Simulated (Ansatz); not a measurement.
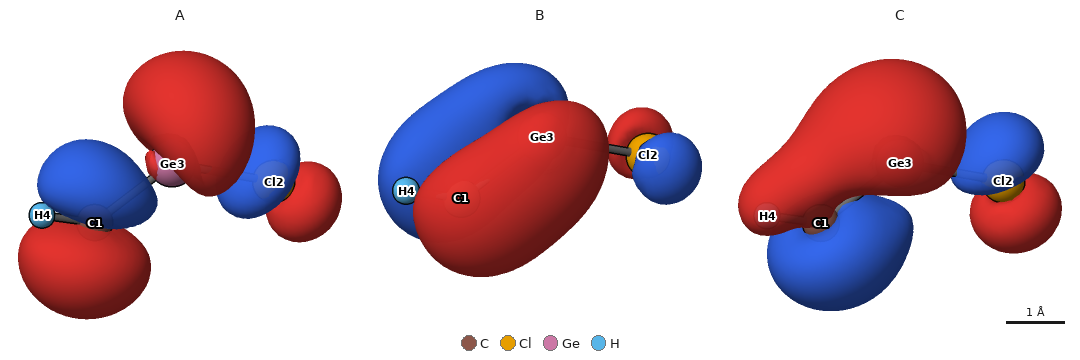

Figure. CHClGe (SMILES [CH]#[Ge][Cl]). Three frontier orbitals at ±0.1 Å⁻³ᐟ² (blue and red are the two phases), in no order.

Geometry: r2SCAN-D4/def2-TZVP.

Theory: Ansatz, isolated molecule in a Gaussian basis; Kohn-Sham density functional theory, functional PBE0.

Order the three orbitals by energy and name them.

Answer. C is the HOMO−1 (−7.88 eV). By Hirshfeld shares it lies mainly on Ge3 (about 45 %), C1 (about 40 %) and Cl2 (about 15 %); it is symmetric in the molecular plane (an in-plane orbital: σ, lone-pair or in-plane π type). B is the HOMO (−6.87 eV). By Hirshfeld shares it lies mainly on C1 (about 55 %) and Ge3 (about 35 %); it changes sign across the molecular plane (π type); π-bonding across C1–Ge3. A is the LUMO (−3.77 eV). Its weight (Hirshfeld) is mainly on C1 (about 45 %), Ge3 (about 40 %) and Cl2 (about 15 %); it is symmetric in the molecular plane (an in-plane orbital: σ, lone-pair or in-plane π type).

What is the HOMO–LUMO gap?

Answer. 3.10 eV between the orbital energies.
